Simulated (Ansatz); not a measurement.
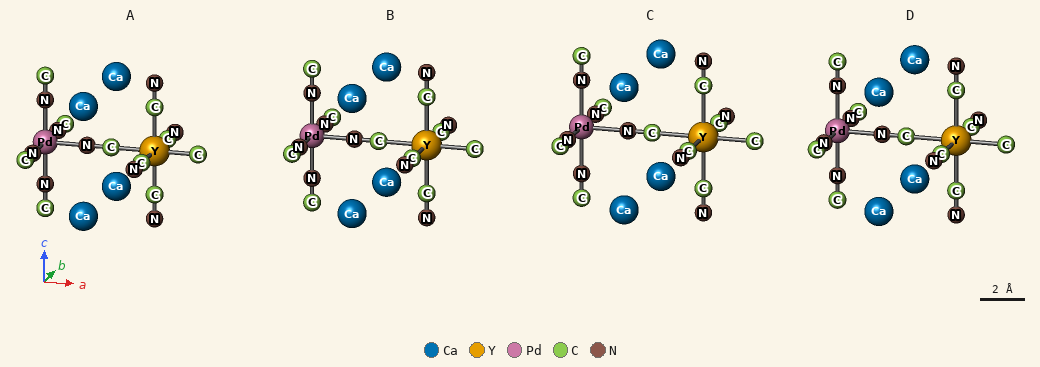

4 geometries from one relaxation of solid Ca$_{2}$YPdC$_{6}$N$_{6}$ (a generated structure, set up in Fm-3m) (coarse preliminary run), in shuffled order. Style: ball-and-stick. Shown: the atoms within 5.0 Å of the atom that moves most (axes of the conventional cell (4 times the calculation's cell)), slightly off an axis. Lengths and directions refer to the drawn axes.

Method: DFT PBE, scalar-relativistic, plane waves, PAW (Ansatz 0.2.0). Settings: plane-wave cutoff 420 eV; k-point mesh 4 × 4 × 4; occupations gaussian; smearing width 0.1 eV; collinear spin; cell and atoms relaxed; force threshold 0.04 eV/Å; at most 70 steps.

Question: Order the frames from highest to lowest energy.

Answer: A, B, D, C. They are steps 0, 1, 2, 9, at +365 meV per atom, +91.3 meV per atom, +41.3 meV per atom relative to the last. The largest moves relative to the cell, 0.14 Å, are those of C atoms. Largest moves by element: C 0.14 Å, N 0.01 Å. Ca and Pd and Y stay in place. Cell: a = b = c 10.612 → 11.829 Å (+11.5 %). Volume +38.5 %. Near-neighbour distances that change, for instance: N–Y 3.276 → 3.658 Å, C–Y 2.106 → 2.486 Å, N–Pd 2.030 → 2.257 Å. The space group stays Fm-3m (No. 225). The energy falls by 365 meV per atom in 7 accepted moves (9 points after the start). The largest force component goes from 3.2 to 0.0016 eV/Å. The pressure goes from 17.42 to 0.02 GPa. The SCF was repeated twice at an unchanged geometry on a basis and grid sized afresh for the cell, which shifted the energy by 32.8 meV per atom at most. Cost: 120 s on 1 thread of AMD EPYC 9R45 96-Core Processor (Zen 5) (shared host), peak memory 1 GiB.
